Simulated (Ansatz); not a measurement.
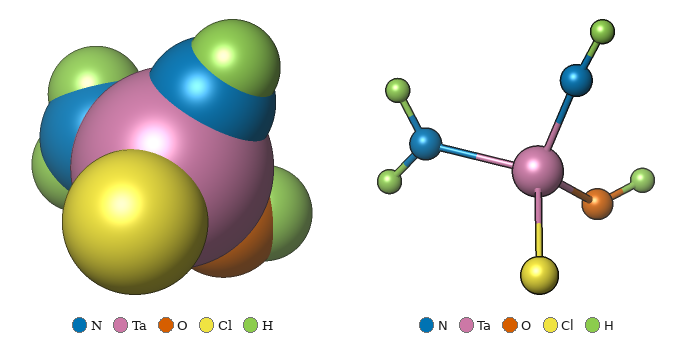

Two views of one molecule.

Charge 0, singlet. Computed geometry: PBE0-D4/def2-TZVP optimisation.

Which formula does it have?

ClH4N2OTa, 9 atoms: 1 chlorine, 4 hydrogen, 2 nitrogen, 1 oxygen and 1 tantalum.

Count the bonded pairs by element.

3 N–H, 2 N–Ta, 1 O–Ta, 1 Cl–Ta, 1 O–H.

Give a SMILES string for it.

[NH]=[Ta@@]([NH2])([OH])[Cl]

Give the symmetry (Schoenflies symbol).

C1.

How many atoms are distinct by symmetry?

9: 1 N, 1 Ta, 1 N, 1 O, 1 Cl, 1 H, 1 H, 1 H, 1 H.

More results for the same structure follow; atom numbers are the same in all pictures, views and colours differ.

## Shape

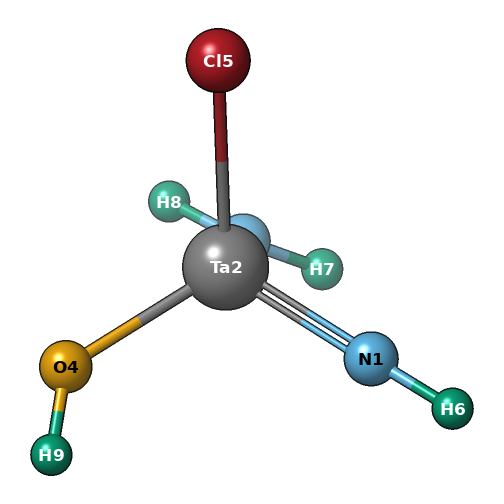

N3 lies behind Ta2. The molecule seen nearly along the Ta2–N3 bond, Ta2 in front. Distant atoms are faded towards the background colour.

What is the torsion angle Cl5–Ta2–N3–H7? The sign is positive where the front bond must turn clockwise to cover the back bond.

116°, anticlinal.

## Vibrations

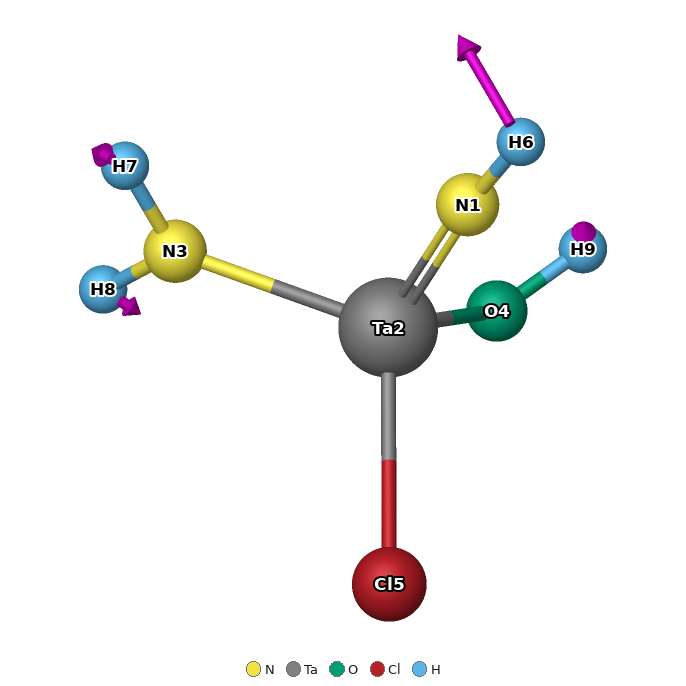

The arrows show one normal mode. Harmonic vibrations computed with RKS PBE0-D4/def2-TZVP, core potentials on Ta (Ansatz 0.2.0) at a stationary point of the same level.

At what wavenumber does it lie?

567 cm⁻¹; it is mode 11 of 21 counted from the lowest.

## Thermal motion

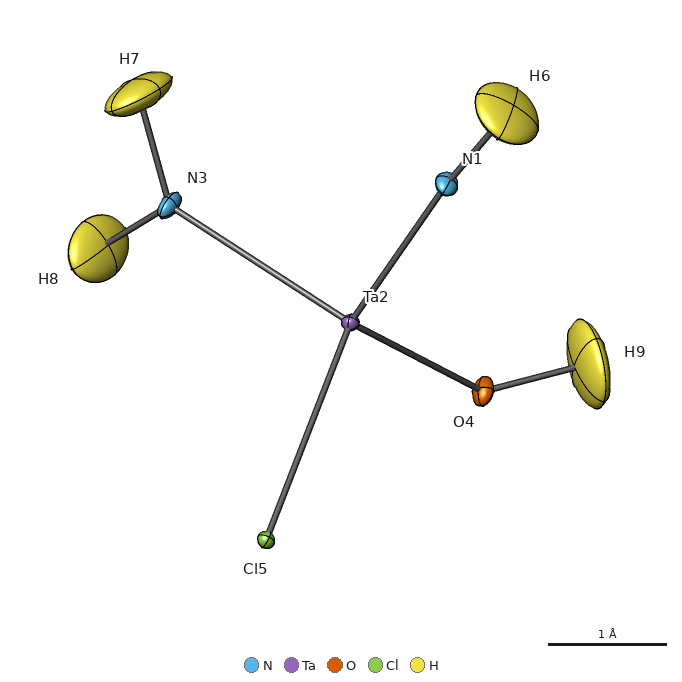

Displacement ellipsoids at the 50 % level, from the internal vibrations of the free molecule (harmonic, no overall translation or rotation; no half-axis is drawn under 0.075 Å). Vibrations computed with RKS PBE0-D4/def2-TZVP, core potentials on Ta (Ansatz 0.2.0). Temperature: 200 K.

Which atom has the largest mean-square displacement?

H9, with U_eq = 0.0417 Å².

Does H9 move more along its bond or across it?

Across it: the root-mean-square amplitude is 0.089 Å along the bond and up to 0.266 Å across, since bending and torsion are softer than stretching.

List U_eq and the three principal root-mean-square amplitudes for each kind of atom.

| atom | U_eq (Å²) | rms amplitudes (Å) |
| --- | --- | --- |
| N1 | 0.0043 | 0.036, 0.065, 0.085 |
| Ta2 | 0.00019 | 0.011, 0.015, 0.015 |
| N3 | 0.0048 | 0.042, 0.062, 0.094 |
| O4 | 0.0046 | 0.040, 0.065, 0.089 |
| Cl5 | 0.0019 | 0.038, 0.043, 0.049 |
| H6 | 0.0305 | 0.075, 0.198, 0.216 |
| H7 | 0.0303 | 0.087, 0.168, 0.235 |
| H8 | 0.0321 | 0.083, 0.171, 0.245 |
| H9 | 0.0417 | 0.084, 0.217, 0.266 |

## Charges

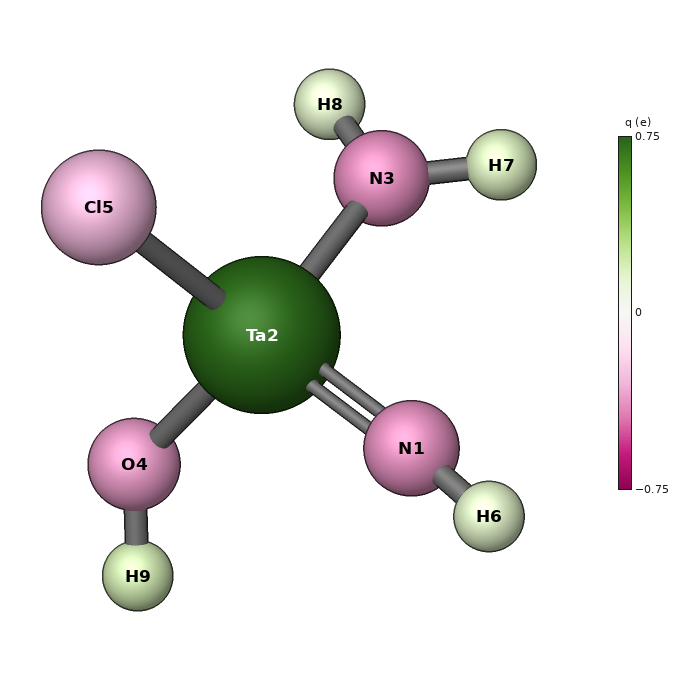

Atoms are coloured by their Mulliken charges. Method: RKS PBE-D4/def2-TZVPP, core potentials on Ta (Ansatz 0.2.0).

Which atom carries the highest charge (most positive or least negative)?

Ta2 (0.73 e).

And the lowest?

N3 (−0.39 e).

List the Mulliken charges.

| atom | value (e) |
| --- | --- |
| N1 | −0.38 |
| Ta2 | 0.73 |
| N3 | −0.39 |
| O4 | −0.36 |
| Cl5 | −0.29 |
| H6 | 0.16 |
| H7 | 0.18 |
| H8 | 0.15 |
| H9 | 0.20 |

Mulliken values depend strongly on the basis set and can even reverse the polarity of a bond.
